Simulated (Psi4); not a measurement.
**wB97X/def2-SVPD (core potential) run of CH3In (SMILES C[In])**

What is the vertical ionisation energy of CH3In at wB97X/def2-SVPD (core potential)? 

The results are computed with Psi4 1.11.

7 further runs of the same task are left out: 7 that didn't finish.

## Step 1: The structure to begin with

CH3In: 5 atoms, total charge 0, spin state singlet. SMILES: `C[In]`. The shape is that of a PBE0-D4/def2-TZVP optimisation.

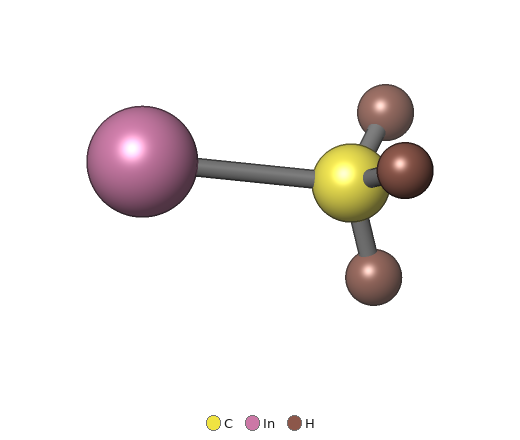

The structure, seen from a chosen angle (carbon yellow, indium pink, hydrogen brown).

## Step 2: A single-point energy at wB97X/def2-SVPD (core potential)

The input, ch3in.json:

```json
{
  "schema_name": "qcschema_input",
  "schema_version": 1,
  "molecule": {
    "schema_name": "qcschema_molecule",
    "schema_version": 2,
    "symbols": ["C", "In", "H", "H", "H"],
    "geometry": [-0.34538524, 0.13823347, -0.13337687, 3.35001199, -1.3406851, 1.2937254, -1.83862793, -0.07732759, 1.28529722, -0.94970076, -0.87027557, -1.83824998, -0.21629805, 2.15007369, -0.60737687],
    "molecular_charge": 0,
    "molecular_multiplicity": 1,
    "fix_symmetry": "c1",
    "fix_com": true,
    "fix_orientation": true
  },
  "driver": "energy",
  "model": {
    "method": "wb97x",
    "basis": "def2-SVPD"
  },
  "keywords": {
    "reference": "rks",
    "puream": true,
    "e_convergence": 1e-09,
    "d_convergence": 1e-08,
    "scf_type": "pk",
    "dft_radial_points": 99,
    "dft_spherical_points": 590
  }
}
```

Run with:

```sh
$ psi4 --qcschema ch3in.json -n 1 --memory 2200MB
```

stdout:

```text
[...]
    !!!  WARNING: ECP capability is in beta. Please check occupations closely.  !!!
[...]
  Running in c1 symmetry.
[...]
  Nuclear repulsion =   51.184426021854364
[...]
  Multiplicity = 1
[...]
  Nalpha       = 15
  Nbeta        = 15
[...]
    Number of basis functions: 76
[...]
   @RKS iter   1:  -229.77813924327654   -1.03232e+00   8.76644e-03 ADIIS/DIIS
[...]
   @RKS iter  11:  -230.02716816570546   -1.45519e-11   9.29485e-09 DIIS
[...]
    Orbital Energies [Eh]
    ---------------------
    Doubly Occupied:
       1A    -10.229349     2A     -4.756770     3A     -3.169412
       4A     -3.169412     5A     -3.156145     6A     -0.858396
       7A     -0.858396     8A     -0.852814     9A     -0.847742
      10A     -0.847742    11A     -0.768215    12A     -0.477873
      13A     -0.477872    14A     -0.447131    15A     -0.275732
[...]
  @RKS Final Energy:  -230.02716816570546
   => Energetics <=
    Nuclear Repulsion Energy =             51.1844260218543639
    One-Electron Energy =                -489.9201870594162642
    Two-Electron Energy =                 224.5336879437097650
    DFT Exchange-Correlation Energy =     -15.8250950718532852
    Empirical Dispersion Energy =           0.0000000000000000
    VV10 Nonlocal Energy =                  0.0000000000000000
    Total Energy =                       -230.0271681657054614
[...]
 Multipole Moments:
 ------------------------------------------------------------------------------------
     Multipole            Electronic (a.u.)      Nuclear  (a.u.)        Total (a.u.)
 ------------------------------------------------------------------------------------
 L = 1.  Multiply by 2.5417464519 to convert [e a0] to [Debye]
 Dipole X            :        -65.2452635           65.2733136            0.0280501
 Dipole Y            :         26.1112933          -26.1225158           -0.0112225
 Dipole Z            :        -25.1968103           25.2076426            0.0108323
 Magnitude           :                                                    0.0320950
[...]
```

The result, in JSON:

```text
{
 "driver": "energy",
 "model": {
  "method": "wb97x",
  "basis": "def2-SVPD"
 },
 "success": true,
 "return_result": -230.02716816570546,
 "properties": {
  "calcinfo_nbasis": 76,
  "calcinfo_nmo": 76,
  "calcinfo_nalpha": 15,
  "calcinfo_nbeta": 15,
  "calcinfo_natom": 5,
  "nuclear_repulsion_energy": 51.184426021854364,
  "return_energy": -230.02716816570546,
  "scf_one_electron_energy": -489.92018705941626,
  "scf_two_electron_energy": 224.53368794370977,
  "scf_xc_energy": -15.825095071853285,
  "scf_dipole_moment": [0.02805011205980179, -0.011222499340867387, 0.010832267209536894],
  "scf_total_energy": -230.02716816570546,
  "scf_iterations": 11
 }
}
```

Run time: 23 s. Hardware: 1 thread of Intel Xeon at 2.50GHz (Skylake/Cascade Lake), shared host; peak memory 0.91 GiB.

## Step 3: The doublet cation: energy and forces at U-wB97X/def2-SVPD (core potential)

The input, job.py:

```python
import psi4

psi4.set_memory(2200000000)
psi4.set_num_threads(1)
psi4.core.set_output_file('run.log', False)

geom = psi4.geometry("""
1 2
C     -0.182770     0.073150    -0.070580
In     1.772750    -0.709460     0.684610
H     -0.972960    -0.040920     0.680150
H     -0.502560    -0.460530    -0.972760
H     -0.114460     1.137770    -0.321410
units angstrom
symmetry c1
no_reorient
no_com
""")

psi4.set_options({
    'basis': 'def2-SVPD',
    'reference': 'uks',
    'puream': True,
    'e_convergence': 1e-09,
    'd_convergence': 1e-08,
    'scf_type': 'pk',
    'dft_radial_points': 99,
    'dft_spherical_points': 590,
    'maxiter': 100,
})

E, wfn = psi4.gradient("wb97x", return_wfn=True)
print('gradient / Eh bohr^-1')
print(E.np.round(6))
print(f'energy = {wfn.energy():.10f} Eh')
```

Run with:

```sh
$ python job.py
```

run.log, cut to the lines that bear on the results:

```text
[...]
    !!!  WARNING: ECP capability is in beta. Please check occupations closely.  !!!
[...]
  Running in c1 symmetry.
[...]
  Nuclear repulsion =   51.184425989980888
[...]
  Multiplicity = 2
[...]
  Nalpha       = 15
  Nbeta        = 14
[...]
    Number of basis functions: 76
[...]
   @UKS iter   1:  -229.54343932938801   -7.97920e-01   7.37327e-03 ADIIS/DIIS
[...]
   @UKS iter  12:  -229.74715395017279   -1.48930e-11   6.97241e-09 DIIS
[...]
   @S^2 Observed:                7.618463751E-01
[...]
  @UKS Final Energy:  -229.74715395017279
   => Energetics <=
    Nuclear Repulsion Energy =             51.1844259899808876
    One-Electron Energy =                -482.2461473747275704
    Two-Electron Energy =                 217.0325140958123598
    DFT Exchange-Correlation Energy =     -15.7179466612384502
    Empirical Dispersion Energy =           0.0000000000000000
    VV10 Nonlocal Energy =                  0.0000000000000000
    Total Energy =                       -229.7471539501727875
[...]
 Multipole Moments:
 ------------------------------------------------------------------------------------
     Multipole            Electronic (a.u.)      Nuclear  (a.u.)        Total (a.u.)
 ------------------------------------------------------------------------------------
 L = 1.  Multiply by 2.5417464519 to convert [e a0] to [Debye]
 Dipole X            :        -62.8391037           65.2733136            2.4342098
 Dipole Y            :         25.1483390          -26.1225157           -0.9741767
 Dipole Z            :        -24.2675898           25.2076426            0.9400528
 Magnitude           :                                                    2.7853361
[...]
  -Total Gradient:
     Atom            X                  Y                   Z
    ------   -----------------  -----------------  -----------------
       1        0.032030592793    -0.012813393391     0.012367436179
       2       -0.006759681641     0.002705220296    -0.002610543322
       3       -0.005159675625     0.005229495910    -0.009751866619
       4       -0.008614967487     0.008312256228     0.002391569185
       5       -0.011471013808    -0.003438004207    -0.002395099607
[...]
```

Standard output:

```text
gradient / Eh bohr^-1
[[ 0.032031 -0.012813  0.012367]
 [-0.00676   0.002705 -0.002611]
 [-0.00516   0.005229 -0.009752]
 [-0.008615  0.008312  0.002392]
 [-0.011471 -0.003438 -0.002395]]
energy = -229.7471539502 Eh
```

It took 45 s on 1 thread of Intel Xeon at 2.50GHz (Skylake/Cascade Lake), shared host; peak memory 0.91 GiB.

## Step 4: What came out

Level: wB97X/def2-SVPD (core potential).

| quantity | value |
| --- | --- |
| singlet CH3In: total energy | -230.02717 Eh |
| singlet CH3In: dipole moment | 0.08 D |
| singlet CH3In: HOMO energy | -7.50 eV |
| singlet CH3In: LUMO energy | 0.24 eV |
| singlet CH3In: HOMO–LUMO gap | 7.75 eV |
| doublet cation: total energy | -229.74715 Eh |
| doublet cation: HOMO energy (highest over α and β) | -14.87 eV |
| doublet cation: LUMO energy (lowest over α and β) | -7.79 eV |
| doublet cation: ⟨S²⟩ | 0.762 |
| doublet cation: largest force on an atom | 1.885 eV/Å |
| vertical ionisation energy (to the doublet cation) | 7.620 eV |

In words: The vertical ionisation energy comes to 7.62 eV (176 kcal/mol). The negative HOMO energy of the first species, 7.50 eV, lies 0.12 eV below that difference.
